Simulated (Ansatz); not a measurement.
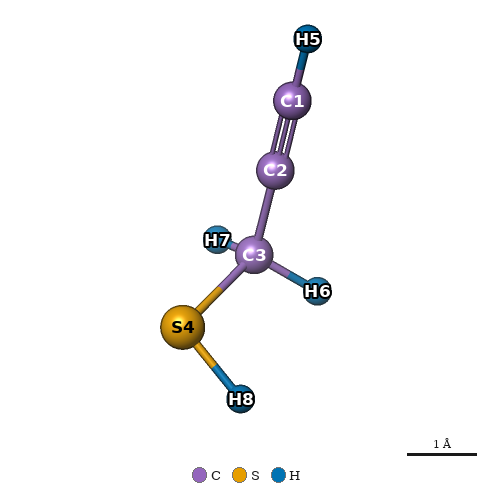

(Drawn from a calculation with Ansatz.)

Orthographic view with a scale bar. Geometry: moved along internal coordinates away from the minimum.

Write Cartesian coordinates in Å in the frame of the picture: x to the right, y up, z towards the viewer, origin at the mean of the atomic positions.

```xyz
8
C3H4S
C    0.46   1.85   0.69
C    0.21   0.84   0.10
C   -0.10  -0.39  -0.60
S   -1.14  -1.45   0.47
H    0.68   2.75   1.21
H    0.82  -0.92  -0.84
H   -0.64  -0.17  -1.52
H   -0.30  -2.49   0.49
```
